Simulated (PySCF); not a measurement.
Input

```
{"job": {"kind": "uv", "xc": "PBE0", "basis": "def2-SVPD", "nstates": 8, "ntriplets": 3}, "charge": 0, "multiplicity": 1}
F     -2.566805    -0.566052     1.467519
C     -2.437264     0.375785     0.491309
F     -3.690650     0.565812    -0.008316
Si    -1.267012    -0.243077    -0.920542
N      0.354961    -0.083240    -0.314055
C      0.778047    -0.059949     0.997423
C      2.134944    -0.028791     1.032836
C      2.587641    -0.036654    -0.311227
C      1.483894    -0.074368    -1.100414
H     -2.151407     1.313648     0.989263
H     -1.609595    -1.638373    -1.191497
H     -1.445267     0.668174    -2.048008
H      0.067738    -0.074177     1.799622
H      2.752224    -0.000668     1.908855
H      3.608902    -0.015969    -0.636573
H      1.392049    -0.093157    -2.167607
```

Launched as:

```sh
OMP_NUM_THREADS=1 python probes_run.py task.json out
```

Geometry: GFN2-xTB.

Level of theory: PBE0/def2-SVPD, SCF density, gas phase (PySCF).

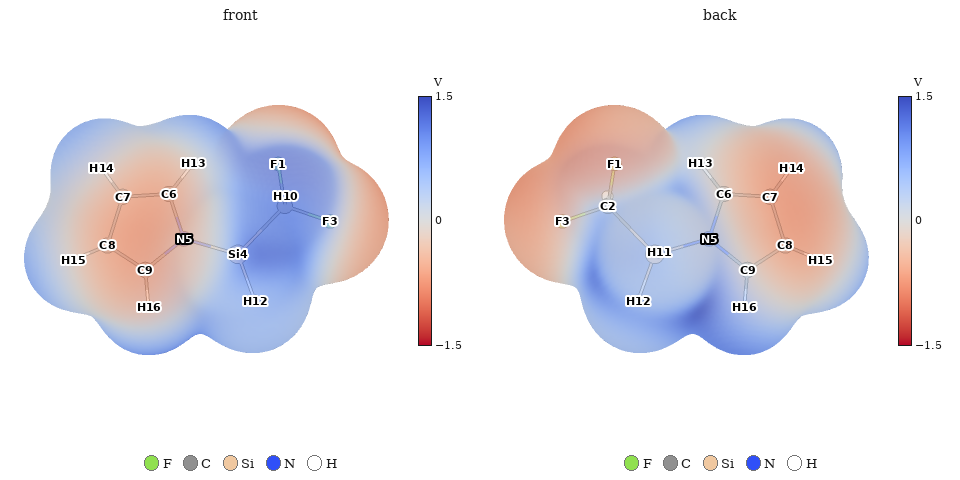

C5H7F2NSi (SMILES FC(F)[SiH2]n1cccc1). The electrostatic potential painted on the density surface at 0.001 e/bohr³, seen from the front and from behind; the colour scale runs from red (negative) to blue (positive).

Where is the surface potential most negative and most positive?

Answer. The most negative region (about −0.7 V) lies over F1, F3, C7 and C8, the most positive (about +1.2 V) over Si4.

How polar is the molecule by this calculation?

Answer. Its dipole moment is 1.52 D.
